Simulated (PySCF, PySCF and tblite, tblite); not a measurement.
# C₂H₅FO₂Si: conformers and averaged spectra

Which conformers does C₂H₅FO₂Si (`CC(=O)O[SiH2]F`) populate, and what do their averaged NMR parameters look like?

Programs: PySCF 2.14.0 with density-fitted response routines of our own, and tblite 0.8.0. All values are computed, except where a source is named. Atoms count from 0 throughout.

## Step 1: The starting structure

11 atoms, charge 0, multiplicity 1; geometry from: MMFF94s geometry.

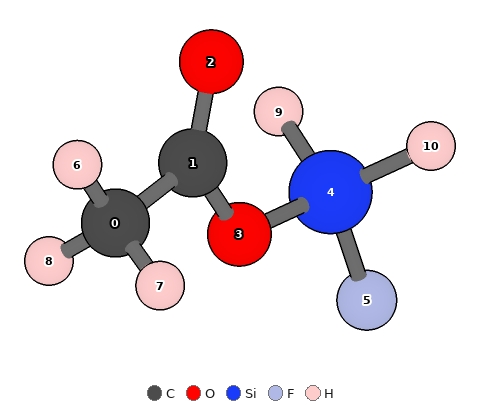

The starting geometry (carbon dark grey, oxygen red, silicon blue, fluorine light blue, hydrogen pink), atoms numbered.

## Step 2: GFN2-xTB relaxation, conformer 1

What the job is given:

```
{"job": {"xc": "GFN2-xTB", "basis": "xTB", "kind": "relax"}, "charge": 0, "multiplicity": 1}
C     -1.944200     0.156600    -0.026900
C     -0.556400    -0.010700     0.470300
O     -0.260200    -0.183300     1.662100
O      0.320700     0.045100    -0.559400
Si     1.951500    -0.123100    -0.324000
F      2.647500    -0.006000    -1.773400
H     -2.649600     0.118300     0.811600
H     -2.191900    -0.640300    -0.719700
H     -2.048500     1.130900    -0.509100
H      2.466300     0.971900     0.530500
H      2.270200    -1.456700     0.232800
```

The run is started by

```bash
$ OMP_NUM_THREADS=1 python ens_run.py task.json out
```

This one command runs the whole study; its stages follow in the order run.

The program printed:

```text
step      E/eV     max force
  0    -586.51090    3.302
  1    -586.56316    3.816
  2    -586.64541    0.518
  3    -586.66550    0.411
  4    -586.68031    0.284
  5    -586.68689    0.295
  6    -586.70119    0.256
  7    -586.70603    0.205
  8    -586.70804    0.124
  9    -586.70877    0.073
 10    -586.70935    0.071
 11    -586.70992    0.062
 12    -586.71043    0.067
 13    -586.71080    0.049
 14    -586.71111    0.048
 15    -586.71142    0.049
 16    -586.71171    0.047
 17    -586.71193    0.046
 18    -586.71206    0.036
 19    -586.71206    0.036
 20    -586.71211    0.033
 21    -586.71230    0.042
 22    -586.71235    0.024
 23    -586.71245    0.050
 24    -586.71261    0.075
 25    -586.71275    0.059
 26    -586.71291    0.044
 27    -586.71307    0.064
 28    -586.71326    0.066
 29    -586.71344    0.063
 30    -586.71364    0.053
 31    -586.71387    0.060
 32    -586.71412    0.082
 33    -586.71430    0.061
 34    -586.71440    0.026
 35    -586.71446    0.024
 36    -586.71452    0.038
 37    -586.71458    0.037
 38    -586.71462    0.019
 39    -586.71464    0.013
 40    -586.71465    0.014
 41    -586.71466    0.016
 42    -586.71468    0.011
 43    -586.71468    0.007
 44    -586.71469    0.007
 45    -586.71469    0.006
 46    -586.71469    0.002
```

It took 0.24 s on 1 thread of Arm Neoverse V1, shared host.

The energy fell by 0.204 eV, and the atoms moved 0.08 Å (root mean square).

## Step 3: DFT optimisation, conformer 1: PBE0-D3(BJ)/def2-SVP

What the job is given:

```
{"job": {"kind": "geom", "xc": "PBE0", "basis": "def2-SVP", "d3": "d3bj", "grid": 1, "maxiter": 40}, "charge": 0, "multiplicity": 1}
C     -1.951233     0.161834    -0.034934
C     -0.560745    -0.016591     0.499758
O     -0.270767    -0.179870     1.652304
O      0.360310     0.024613    -0.463060
Si     1.983780    -0.134633    -0.244195
F      2.448729     0.012532    -1.766879
H     -2.670046     0.123686     0.777661
H     -2.160431    -0.623433    -0.758138
H     -2.017273     1.117770    -0.549946
H      2.522272     0.990201     0.490917
H      2.320828    -1.473441     0.191226
```

The program printed:

```text
step   0  E = -618.30730068  max force = 0.024198
step   1  E = -618.31194183  max force = 0.003598
step   2  E = -618.31225998  max force = 0.003029
step   3  E = -618.31241739  max force = 0.004939
step   4  E = -618.31248887  max force = 0.004964
step   5  E = -618.31256614  max force = 0.002448
step   6  E = -618.31258621  max force = 0.000509
step   7  E = -618.31258880  max force = 0.001358
step   8  E = -618.31259943  max force = 0.001934
step   9  E = -618.31261502  max force = 0.001153
step  10  E = -618.31264176  max force = 0.000704
step  11  E = -618.31265610  max force = 0.000596
step  12  E = -618.31265856  max force = 0.000331
optimisation converged
```

Wall time 61 s (1 thread of Arm Neoverse V1, shared host); peak memory 0.47 GiB.

The energy fell by 0.146 eV, and the atoms moved 0.18 Å (root mean square).

## Step 4: Shieldings, conformer 1: PBE0/pcSseg-1

What the job is given:

```
{"job": {"xc": "PBE0", "basis": "pcSseg-1", "kind": "nmr", "pop": true}, "charge": 0, "multiplicity": 1}
C     -1.702791     0.094473     0.255550
C     -0.218391     0.041644     0.410347
O      0.378855    -0.151203     1.445133
O      0.457425     0.224089    -0.727283
Si     2.150906     0.114506    -0.491803
F      2.717903     0.344335    -1.988212
H     -2.185168    -0.025746     1.231380
H     -2.026098    -0.703158    -0.429526
H     -1.993687     1.050330    -0.203367
H      2.641952     1.226020     0.349453
H      2.529772    -1.250420    -0.069306
```

The program printed:

```text
coarse grid: 10160 points
cycle   1  E = -618.3588628959  dE =  7.902e-01  |g| = 1.039e+00  |ddm| = 2.941e+00
cycle   2  E = -618.0219502834  dE =  3.369e-01  |g| = 1.737e+00  |ddm| = 1.731e+00
cycle   3  E = -618.5362330862  dE = -5.143e-01  |g| = 2.679e-01  |ddm| = 1.189e+00
cycle   4  E = -618.5487494435  dE = -1.252e-02  |g| = 7.776e-02  |ddm| = 2.059e-01
cycle   5  E = -618.5496888017  dE = -9.394e-04  |g| = 2.081e-02  |ddm| = 5.161e-02
cycle   6  E = -618.5497838140  dE = -9.501e-05  |g| = 3.729e-03  |ddm| = 1.623e-02
cycle   7  E = -618.5497862862  dE = -2.472e-06  |g| = 1.309e-03  |ddm| = 2.616e-03
final grid: 95224 points
cycle   8  E = -618.6096988766  dE = -7.375e-06  |g| = 1.237e-02  |ddm| = 1.681e-02
cycle   9  E = -618.6096529948  dE =  4.588e-05  |g| = 2.025e-02  |ddm| = 1.794e-02
cycle  10  E = -618.6097246291  dE = -7.163e-05  |g| = 2.196e-03  |ddm| = 1.178e-02
cycle  11  E = -618.6097254847  dE = -8.556e-07  |g| = 3.286e-04  |ddm| = 1.397e-03
cycle  12  E = -618.6097255018  dE = -1.711e-08  |g| = 9.589e-05  |ddm| = 2.280e-04
cycle  13  E = -618.6097255039  dE = -2.076e-09  |g| = 1.493e-05  |ddm| = 7.723e-05
cycle  14  E = -618.6097255040  dE = -4.388e-11  |g| = 3.046e-06  |ddm| = 1.305e-05
converged SCF energy = -618.6097255040

GIAO shielding tensors (ppm)
atom      isotropic    diamagn.    paramagn.     s11        s22        s33       span
  0 C      162.362     248.602     -86.240    142.486    152.457    192.142     49.656
  1 C        3.771     251.705    -247.934    -94.351     32.841     72.822    167.173
  2 O     -139.281     403.130    -542.412   -370.173   -257.298    209.626    579.799
  3 O      100.992     401.056    -300.064    -37.720    128.752    211.944    249.664
  4 Si     367.180     877.046    -509.866    348.646    371.751    381.144     32.499
  5 F      360.328     467.391    -107.063    309.136    374.450    397.397     88.261
  6 H       29.499      28.090       1.409     25.620     27.890     34.987      9.366
  7 H       28.979      28.395       0.583     25.615     27.828     33.493      7.879
  8 H       29.001      28.222       0.779     25.536     27.955     33.512      7.976
  9 H       26.006      28.501      -2.495     22.577     24.748     30.692      8.115
 10 H       26.016      28.736      -2.720     22.610     24.789     30.650      8.040
```

Run time: 12 s. Hardware: 1 thread of Arm Neoverse V1, shared host; peak memory 0.69 GiB.

This run: HOMO -8.57 eV, LUMO -0.27 eV; dipole 1.68 D.

## Step 5: Averages: properties at PBE0/pcSseg-1

What the job is given:

```
{"job": {"study": "conf", "smiles": "CC(=O)O[SiH2]F", "search": {"seed": 1984, "n_embed": 90, "ff_keep": 18, "window": 2.0, "nmax": 6, "temps": [100, 220, 273.15, 298.15, 500], "t_ref": 298.15, "order": 0.001, "w0": 100.0, "geom": true}, "level": {"nmr": {"xc": "PBE0", "basis": "pcSseg-1"}}, "kind": "conf"}, "charge": 0, "multiplicity": 1}
C     -1.702791     0.094473     0.255550
C     -0.218391     0.041644     0.410347
O      0.378855    -0.151203     1.445133
O      0.457425     0.224089    -0.727283
Si     2.150906     0.114506    -0.491803
F      2.717903     0.344335    -1.988212
H     -2.185168    -0.025746     1.231380
H     -2.026098    -0.703158    -0.429526
H     -1.993687     1.050330    -0.203367
H      2.641952     1.226020     0.349453
H      2.529772    -1.250420    -0.069306
```

The program printed:

```text
conformer  sym    E(xTB)   E(DFT)   G(298.15 K)  weight  dipole/D
    1     Cs      0.000    0.000    0.000   1.0000    1.685

mean shielding (ppm) by class
class atoms           100 K      220 K   273.15 K   298.15 K      500 K
  0 C  0            162.362    162.362    162.362    162.362    162.362
  1 C  1              3.771      3.771      3.771      3.771      3.771
  2 O  2           -139.281   -139.281   -139.281   -139.281   -139.281
  3 O  3            100.992    100.992    100.992    100.992    100.992
  4 Si 4             367.18     367.18     367.18     367.18     367.18
  5 F  5            360.328    360.328    360.328    360.328    360.328
  6 H  6,7,8         29.159     29.159     29.159     29.159     29.159
  7 H  9,10          26.011     26.011     26.011     26.011     26.011
```

Run time: 14 s. Hardware: 1 thread of Arm Neoverse V1, shared host. This counts the runs that the step sums up.

The search (ETKDG, MMFF94s, GFN2-xTB) embedded 90 structures, kept 2 distinct ones after the force field and 1 after xTB; 1 was carried on (window 2.0 kcal/mol at the search's own energies). Energies: PBE0/pcSseg-1 with D3(BJ).

Conformer by conformer (298 K):

| no. | group | mirror pair | ΔE xTB | ΔE DFT | ΔG | weight (%) | μ (D) | O2–C1–O3–Si4 (°) | C1–O3–Si4–F5 (°) | A, B, C (GHz) |
| --- | --- | --- | --- | --- | --- | --- | --- | --- | --- | --- |
| 1 | Cs | no | 0.00 | 0.00 | 0.00 | 100.0 | 1.69 | 1 | 179 | 7.90, 1.63, 1.39 |

Energies in kcal/mol. ΔG holds xTB vibrations and rotation, symmetry numbers and mirror pairs.

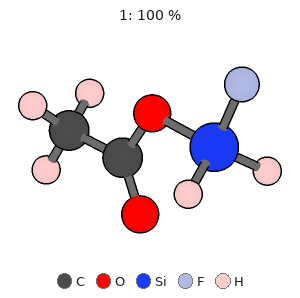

The one conformer.

Shifts against references run at the same level (¹H TMS 31.27, ¹⁷O H2O 334.6, ¹³C TMS 184.4, ²⁹Si TMS 352.0, ¹⁹F CFCl3 177.2 ppm of shielding), by class of atoms, at 298 K:

| atoms | environment | average |
| --- | --- | --- |
| C1 | carbonyl carbon | 180.6 |
| C0 | methyl carbon α to a carbonyl | 22.0 |
| H9, H10 | hydrogen on a silicon bonded to F, O | 5.26 |
| H6, H7, H8 | hydrogen on a methyl carbon α to a carbonyl | 2.11 |
| O2 | carbonyl oxygen | 473.8 |
| O3 | oxygen bonded to C, Si | 233.6 |
| Si4 | silicon bonded to F, O, 2 H | -15.2 |
| F5 | fluorine bonded to Si | -183.1 |

## Step 6: Shieldings, conformer 1: wB97X-D/pcSseg-1

Changed since step 4:

```diff
@@ -1,2 +1,2 @@
-{"job": {"xc": "PBE0", "basis": "pcSseg-1", "kind": "nmr", "pop": true}, "charge": 0, "multiplicity": 1}
+{"job": {"xc": "wB97X-D", "basis": "pcSseg-1", "kind": "nmr", "pop": false}, "charge": 0, "multiplicity": 1}
 C     -1.702791     0.094473     0.255550
```

The program printed:

```text
coarse grid: 10160 points
cycle   1  E = -618.6874251153  dE =  8.511e-01  |g| = 1.110e+00  |ddm| = 2.889e+00
cycle   2  E = -618.5762240549  dE =  1.112e-01  |g| = 1.441e+00  |ddm| = 1.448e+00
cycle   3  E = -618.9081116200  dE = -3.319e-01  |g| = 1.462e-01  |ddm| = 8.115e-01
cycle   4  E = -618.9111798495  dE = -3.068e-03  |g| = 7.229e-02  |ddm| = 1.148e-01
cycle   5  E = -618.9120515514  dE = -8.717e-04  |g| = 1.119e-02  |ddm| = 4.632e-02
cycle   6  E = -618.9120811657  dE = -2.961e-05  |g| = 3.201e-03  |ddm| = 1.263e-02
cycle   7  E = -618.9120841863  dE = -3.021e-06  |g| = 1.027e-03  |ddm| = 4.110e-03
final grid: 95224 points
cycle   8  E = -618.9744111766  dE = -8.882e-05  |g| = 5.546e-03  |ddm| = 2.786e-02
cycle   9  E = -618.9744128405  dE = -1.664e-06  |g| = 5.174e-03  |ddm| = 6.715e-03
cycle  10  E = -618.9744167039  dE = -3.863e-06  |g| = 7.248e-04  |ddm| = 2.628e-03
cycle  11  E = -618.9744167882  dE = -8.427e-08  |g| = 2.703e-04  |ddm| = 7.770e-04
cycle  12  E = -618.9744168051  dE = -1.694e-08  |g| = 8.795e-05  |ddm| = 3.035e-04
cycle  13  E = -618.9744168065  dE = -1.375e-09  |g| = 3.689e-05  |ddm| = 9.159e-05
cycle  14  E = -618.9744168068  dE = -2.966e-10  |g| = 9.787e-06  |ddm| = 3.283e-05
converged SCF energy = -618.9744168068

GIAO shielding tensors (ppm)
atom      isotropic    diamagn.    paramagn.     s11        s22        s33       span
  0 C      161.597     248.431     -86.833    141.494    151.925    191.373     49.879
  1 C        2.735     251.646    -248.911    -96.570     31.285     73.490    170.060
  2 O     -133.893     403.934    -537.827   -367.218   -252.876    218.417    585.635
  3 O      105.765     401.790    -296.025    -33.912    134.542    216.667    250.580
  4 Si     368.688     876.881    -508.193    348.949    371.415    385.701     36.751
  5 F      363.672     467.876    -104.204    312.506    379.554    398.956     86.450
  6 H       29.582      28.164       1.418     25.679     28.003     35.065      9.386
  7 H       29.095      28.522       0.574     25.751     27.948     33.587      7.836
  8 H       29.117      28.340       0.777     25.673     28.077     33.602      7.929
  9 H       26.228      28.679      -2.451     22.795     24.965     30.925      8.130
 10 H       26.239      28.920      -2.681     22.827     25.007     30.884      8.057
```

It took 13 s on 1 thread of Arm Neoverse V1, shared host; peak memory 0.75 GiB.

In short: HOMO -10.53 eV, LUMO 1.61 eV; dipole 1.69 D.

## Step 7: Single-point energy, conformer 1: HF/6-31+G*

Changed since step 6:

```diff
@@ -1,2 +1,2 @@
-{"job": {"xc": "wB97X-D", "basis": "pcSseg-1", "kind": "nmr", "pop": false}, "charge": 0, "multiplicity": 1}
+{"job": {"xc": "HF", "basis": "6-31+G*", "kind": "sp"}, "charge": 0, "multiplicity": 1}
 C     -1.702791     0.094473     0.255550
```

The program printed:

```text
final grid: 95224 points
cycle   1  E = -616.6805494497  dE =  9.274e-01  |g| = 9.018e-01  |ddm| = 3.161e+00
cycle   2  E = -616.7971388154  dE = -1.166e-01  |g| = 6.007e-01  |ddm| = 1.418e+00
cycle   3  E = -616.8608120414  dE = -6.367e-02  |g| = 7.411e-02  |ddm| = 6.392e-01
cycle   4  E = -616.8625831411  dE = -1.771e-03  |g| = 3.619e-02  |ddm| = 1.355e-01
cycle   5  E = -616.8629067161  dE = -3.236e-04  |g| = 8.468e-03  |ddm| = 5.663e-02
cycle   6  E = -616.8629503076  dE = -4.359e-05  |g| = 3.954e-03  |ddm| = 2.230e-02
cycle   7  E = -616.8629623736  dE = -1.207e-05  |g| = 1.282e-03  |ddm| = 1.446e-02
cycle   8  E = -616.8629635149  dE = -1.141e-06  |g| = 4.176e-04  |ddm| = 4.357e-03
cycle   9  E = -616.8629636131  dE = -9.822e-08  |g| = 1.074e-04  |ddm| = 1.192e-03
cycle  10  E = -616.8629636178  dE = -4.732e-09  |g| = 3.740e-05  |ddm| = 2.493e-04
cycle  11  E = -616.8629636183  dE = -4.793e-10  |g| = 9.427e-06  |ddm| = 6.594e-05
converged SCF energy = -616.8629636183
```

Wall time 1.4 s (1 thread of Arm Neoverse V1, shared host); peak memory 0.46 GiB.

In short: HOMO -12.86 eV, LUMO 1.70 eV; dipole 1.90 D.

## Step 8: Averages: properties at wB97X-D/pcSseg-1

What the job is given:

```
{"job": {"study": "conf", "smiles": "CC(=O)O[SiH2]F", "search": {"seed": 1984, "n_embed": 90, "ff_keep": 18, "window": 2.0, "nmax": 6, "temps": [100, 220, 273.15, 298.15, 500], "t_ref": 298.15, "order": 0.001, "w0": 100.0, "geom": true}, "level": {"nmr": {"xc": "wB97X-D", "basis": "pcSseg-1"}, "sp": {"xc": "HF", "basis": "6-31+G*"}, "change": "wB97X-D/pcSseg-1; energies HF/6-31+G*", "top": 4}, "kind": "conf"}, "charge": 0, "multiplicity": 1}
C     -1.702791     0.094473     0.255550
C     -0.218391     0.041644     0.410347
O      0.378855    -0.151203     1.445133
O      0.457425     0.224089    -0.727283
Si     2.150906     0.114506    -0.491803
F      2.717903     0.344335    -1.988212
H     -2.185168    -0.025746     1.231380
H     -2.026098    -0.703158    -0.429526
H     -1.993687     1.050330    -0.203367
H      2.641952     1.226020     0.349453
H      2.529772    -1.250420    -0.069306
```

The program printed:

```text
conformer  sym    E(xTB)   E(DFT)   G(298.15 K)  weight  dipole/D
    1     Cs      0.000    0.000    0.000   1.0000    1.903

mean shielding (ppm) by class
class atoms           100 K      220 K   273.15 K   298.15 K      500 K
  0 C  0            161.597    161.597    161.597    161.597    161.597
  1 C  1              2.735      2.735      2.735      2.735      2.735
  2 O  2           -133.893   -133.893   -133.893   -133.893   -133.893
  3 O  3            105.766    105.766    105.766    105.766    105.766
  4 Si 4            368.688    368.688    368.688    368.688    368.688
  5 F  5            363.672    363.672    363.672    363.672    363.672
  6 H  6,7,8         29.265     29.265     29.265     29.265     29.265
  7 H  9,10          26.234     26.234     26.234     26.234     26.234
```

Run time: 15 s. Hardware: 1 thread of Arm Neoverse V1, shared host. This counts the runs that the step sums up.

Against the first level, at 298 K (shifts, ppm; largest changes first):

| atoms | PBE0/pcSseg-1 | wB97X-D/pcSseg-1 | change |
| --- | --- | --- | --- |
| O2 | 473.8 | 467.1 | -6.8 |
| F5 | -183.1 | -176.5 | +6.6 |
| O3 | 233.6 | 227.4 | -6.1 |
| C1 | 180.6 | 181.8 | +1.2 |
| C0 | 22.0 | 22.9 | +0.9 |
| Si4 | -15.2 | -15.8 | -0.6 |
| H9, H10 | 5.26 | 5.15 | -0.11 |
| H6, H7, H8 | 2.11 | 2.11 | +0.01 |

Weights: from PBE0/pcSseg-1 energies 1: 100 %; from HF/6-31+G* energies 1: 100 % (with a dispersion term where the level has one and the same thermal terms, so they don't follow from the SCF energies alone). Times: 14 s and 15 s.

## Step 9: Outcome

| quantity | value |
| --- | --- |
| conformers | 1; the first in weight is no. 1 (Cs), 100 % at 298 K |
| root-mean-square dipole | 1.69 D |
| averaged ¹³C shifts (PBE0/pcSseg-1) | 180.6, 22.0 ppm |
| averaged ¹H shifts (PBE0/pcSseg-1) | 5.26, 2.11 ppm |
| averaged ¹⁹F shifts (PBE0/pcSseg-1) | -183.1 ppm |

**Reading.** The search found one conformer in the window, so the averages are its own values. Going from PBE0/pcSseg-1 to wB97X-D/pcSseg-1 moves O2 most, by 6.8 ppm.
